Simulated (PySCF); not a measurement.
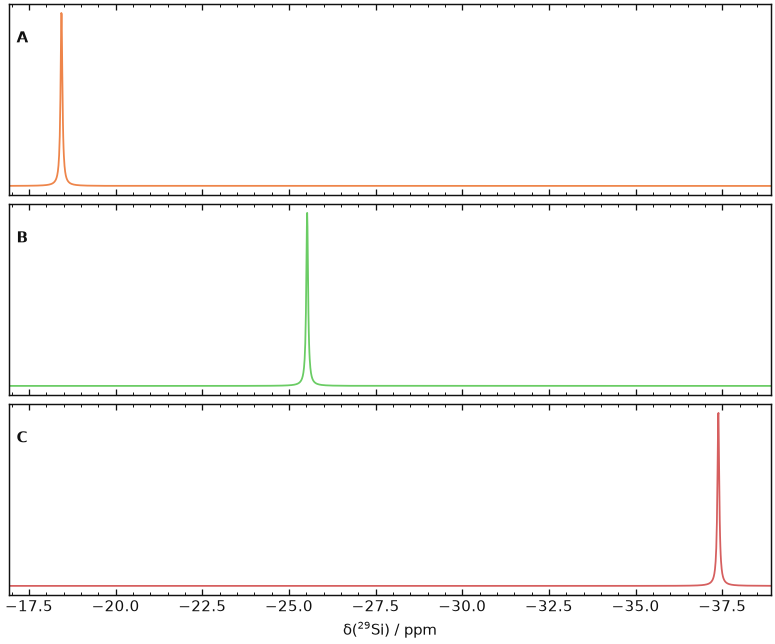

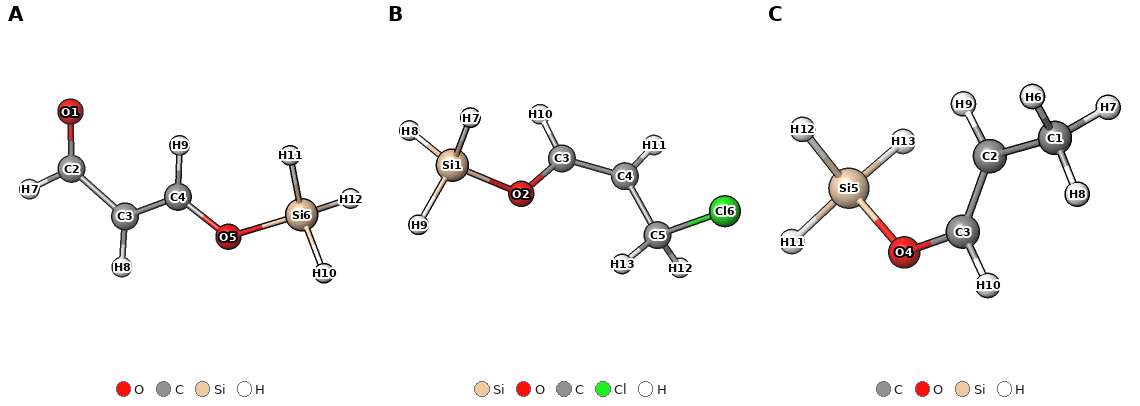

Related molecules: A is C₃H₆O₂Si, SMILES O=C/C=C/O[SiH3]; B is C₃H₇ClOSi, SMILES [SiH3]O/C=C\CCl; C is C₃H₈OSi, SMILES C/C=C/O[SiH3]. GIAO ²⁹Si shifts against TMS, PBE0/pcSseg-1 with PySCF 2.14.0, at a PBE0-D3(BJ)/def2-SVP geometry (no frequency check); fully decoupled, line heights follow the number of nuclei within a panel, widths are arbitrary (no quadrupolar broadening); values of one conformer, averaged over nuclei that symmetry or rotation about single bonds exchange, these motions taken as fast; other conformers aren't averaged in.

How does the ²⁹Si shift respond?

Answer. From A (−18.4 ppm) to B (−25.5 ppm) the nucleus is shielded by 7.1 ppm. From A (−18.4 ppm) to C (−37.4 ppm) the nucleus is shielded by 18.9 ppm.
